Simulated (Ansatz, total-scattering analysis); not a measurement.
**The surroundings of H by a first difference**

Two samples of methanol (16 methanol; C 16.7, O 16.7, H 66.7 atom %; 340 K, fixed volume (mean pressure 0.2 GPa); ρ₀ = 0.0891 Å⁻³) differ only in the isotope of H: D (b = 6.6681 fm) and H (b = -3.7395 fm). Other lengths: C 6.6472, O 5.8037 fm. The data are simulated by ab initio molecular dynamics with Ansatz (revPBE-D3(BJ), plane waves, PAW default files, Langevin thermostat, no spin, fixed volume, H with the mass of D). The average runs over 0.51 ps of 96 atoms, so shells between rare elements are rough. Mean temperature 346 K, largest m.s.d. 2.15 Å², energy drift +3 meV an atom (last third less first, no steady trend), Langevin friction 10 ps⁻¹; the first quarter of the run is discarded. Preparation: last frame of a classical run of this cell, a melt at this density, then 0.3 ps at 340 K with a cheaper basis and a friction of 10 ps⁻¹ (mean temperature of the first stage 367 K), too short to forget the start in full. So short a stretch relaxes bonds and nearest shells but still remembers its start. It is a liquid as far as so short a run tells. The partials come from the cell's reciprocal vectors below 4 Å⁻¹ and from g(r) above; absorption, incoherent and inelastic scattering are left out. F(Q) = Σ ci cj bi bj (Sij − 1), in barn per steradian and atom:

```
Q (Å⁻¹)      2H      1H  difference
    0.9  -0.218  -0.205      -0.013
    1.2  -0.038  -0.178       0.140
    1.5   0.199  -0.173       0.372
    1.8   0.449  -0.103       0.552
    2.1   0.025  -0.079       0.104
    2.4  -0.086  -0.051      -0.035
    2.7  -0.100  -0.058      -0.042
    3.0  -0.086  -0.024      -0.062
    3.3  -0.050   0.033      -0.082
    3.6  -0.040   0.023      -0.062
    3.9  -0.036   0.013      -0.049
    4.2  -0.044   0.030      -0.074
    4.5  -0.056   0.057      -0.113
    4.8  -0.074   0.080      -0.154
    5.1  -0.085   0.087      -0.172
    5.4  -0.079   0.074      -0.153
    5.7  -0.055   0.041      -0.096
    6.0  -0.022  -0.003      -0.019
    6.3   0.016  -0.039       0.056
    6.6   0.057  -0.058       0.114
    6.9   0.087  -0.061       0.148
    7.2   0.096  -0.056       0.152
    7.5   0.083  -0.044       0.127
    7.8   0.056  -0.028       0.084
    8.1   0.027  -0.012       0.039
    8.4   0.005  -0.001       0.006
    8.7  -0.010   0.007      -0.016
    9.0  -0.021   0.013      -0.033
    9.3  -0.028   0.017      -0.045
    9.6  -0.030   0.018      -0.049
    9.9  -0.033   0.016      -0.049
   10.2  -0.038   0.016      -0.053
   10.5  -0.038   0.019      -0.057
   10.8  -0.030   0.023      -0.053
```

The first difference in real space, ΔG(r), in barn (from the pair functions, so without the broadening of a finite Q range):

```
r (Å)  first difference G(r)
 0.50                 -0.421
 0.58                 -0.421
 0.66                 -0.421
 0.74                 -0.421
 0.82                 -0.421
 0.90                 -0.336
 0.98                  1.846
 1.06                  2.857
 1.14                  2.595
 1.22                 -0.347
 1.30                 -0.421
 1.38                 -0.421
 1.46                 -0.413
 1.54                 -0.409
 1.62                 -0.371
 1.70                 -0.161
 1.78                  0.189
 1.86                  0.020
 1.94                  0.068
 2.02                  0.336
 2.10                  0.478
 2.18                  0.031
 2.26                 -0.223
 2.34                 -0.246
 2.42                 -0.237
 2.50                 -0.240
 2.58                 -0.215
 2.66                 -0.189
 2.74                 -0.156
 2.82                 -0.086
 2.90                 -0.081
 2.98                 -0.091
 3.06                 -0.074
 3.14                 -0.048
 3.22                 -0.022
 3.30                 -0.038
 3.38                 -0.020
 3.46                 -0.023
 3.54                 -0.009
```

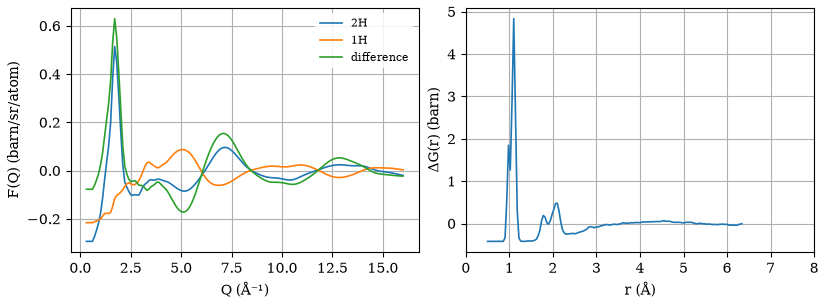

**Question.** Which pairs survive in the difference, and what is the first shell of H?

Pairs without H cancel. ΔG(r) = Σ W [g(r) − 1] with W = 2 c(H) c(j) b(j) Δb, and c(H)² (b₁² − b₂²) for H–H: H–C 0.1537, H–O 0.1342, H–H 0.1355 barn. At small r, ΔG → −ΣW = -0.423; in this finite cell the H–H term carries (N − 1)/N with N = 64 atoms of H, which gives -0.421.

The first feature holds O–H (0.98 Å, 0.2 neighbours by the coordinates) and C–H (1.10 Å, 0.8 neighbours by the coordinates) together, so its area gives only their weighted sum.

Shells of H from the coordinates: O–H at 0.98 Å, 0.2 neighbours to 1.26 Å; C–H at 1.10 Å, 0.8 neighbours to 1.40 Å; H–H at 1.79 Å, 1.6 neighbours to 2.04 Å, a soft count (first peaks with a usable minimum only). Counts average over all H, whatever molecule they sit on, and second peaks of a pair (H two bonds away, hydrogen bonds) add features between 1.5 and 2.5 Å that aren't listed. The structure is taken to be the same for both isotopes, which holds least well for H and D.

[Logs are printed without paths, hosts, clocks, repeated set-up lines and the standing remarks that a program may print on its own settings, such as how far it seeks lower states.]
